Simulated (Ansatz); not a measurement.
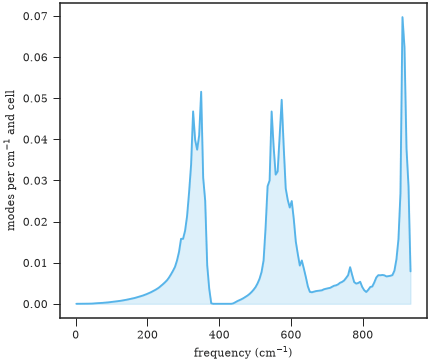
Fig. 1. Phonon density of states of TiB2 in space group P6/mmm (No. 191; Ti on 1a, B on 2d), 3 atoms a cell, plane-wave PAW LDA (Ansatz code)

### Question
Estimate the mean frequency and the zero-point energy.

### Answer
The mean is about 570 cm⁻¹, and (3/2)ħ⟨ω⟩ gives 106 meV/atom.

### Question
What share of the Dulong–Petit heat capacity is reached at 100 K and at 300 K?

### Answer
9 % and 57 %.

Symmetry was held in the LDA relaxation; phonons on a q-mesh show no instability. The run is not spin-polarised. As this level gives no gap, phonon frequencies hold no LO–TO term and depend on the k-mesh and smearing (Fermi–Dirac, 0.1 eV here).

Potentials: the later of the program's two PAW sets.
